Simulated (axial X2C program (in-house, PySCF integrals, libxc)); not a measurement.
# A two-component session on CuH⁺: properties at the nuclei

Aim: properties at the nuclei of CuH⁺, with spin–orbit coupling in the Hamiltonian from the start.

Computed with an in-house X2C program for linear molecules on PySCF integrals. Level: two-component X2C with atomic mean-field terms, Cu dyall-cv3z, H dyall-v3z.

All values are calculated.

### 1 The job

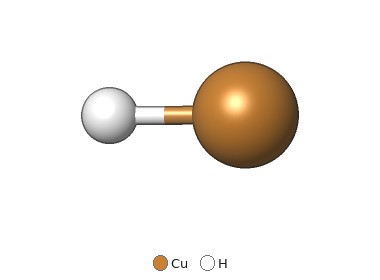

The two atoms at 1.440 Å (copper orange, hydrogen white).

task.json

```json
{"zs": [29, 1], "q": 1, "bas": ["dyall-cv3z", "dyall-v3z"], "r0": 1.44, "levels": ["PBE0", "HF", "BP86", "TPSSh", "LDA"], "nst": 3}
```

Keys: zs atomic numbers; q charge; bas basis sets; r0 starting distance in Å; levels methods (HF also brings MP2); nst determinants followed.

Run with:

```bash
$ python soeom.py task.json out
```

The runs that follow: Expectation values, lowest determinant; Expectation values, a higher determinant; Expectation values, a higher determinant.

Q: Predict the outcome of this session. Wanted: lowest determinant; Eeff magnitude; Ws magnitude Cu; A∥/gI Cu; qzz Cu; higher determinant (for each run or level that gives them).

The runs gave:

| quantity | value |
| --- | --- |
| lowest determinant | Ω = 1/2 (excess of +ω over −ω: ω = 1/2) |
| Eeff magnitude (GV/cm), PBE0 | 1.19 |
| Ws magnitude Cu (kHz), PBE0 | 0.886 |
| A∥/gI Cu (MHz), PBE0 | 2150 |
| qzz Cu (a.u.), PBE0 | 1.49 |
| higher determinant | Ω = 3/2 (excess of +ω over −ω: ω = 3/2) |
| Eeff magnitude (GV/cm), PBE0, higher determinant | 0.0366 |
| Ws magnitude Cu (kHz), PBE0, higher determinant | 0.00507 |
| A∥/gI Cu (MHz), PBE0, higher determinant | 627 |
| qzz Cu (a.u.), PBE0, higher determinant | 1.43 |
| higher determinant | Ω = 5/2 (excess of +ω over −ω: ω = 5/2) |
| Eeff magnitude (GV/cm), PBE0, higher determinant | 0.0277 |
| Ws magnitude Cu (kHz), PBE0, higher determinant | 0.00486 |
| A∥/gI Cu (MHz), PBE0, higher determinant | 613 |
| qzz Cu (a.u.), PBE0, higher determinant | -4.62 |

In words: In the first state, the effective field runs from 0.453 to 1.2 GV/cm over the mean-field levels, so the levels don't agree on it. The expectation values come from single determinants, which for open shells can mix terms of unlike spin or miss the lowest Ω, so a determinant need not be a state. Eeff is the effective electric field on the electron dipole moment in this Ω state and Ws the scalar–pseudoscalar constant (defined with the proton number Z and per Ω); A∥ is the parallel hyperfine constant, which follows by multiplying with the nuclear g factor gI = μI/(I μN); qzz is the electric field gradient, eQq0 = 234.96 MHz × Q/barn × qzz. The operators were transformed with the bare-nucleus X2C matrices.
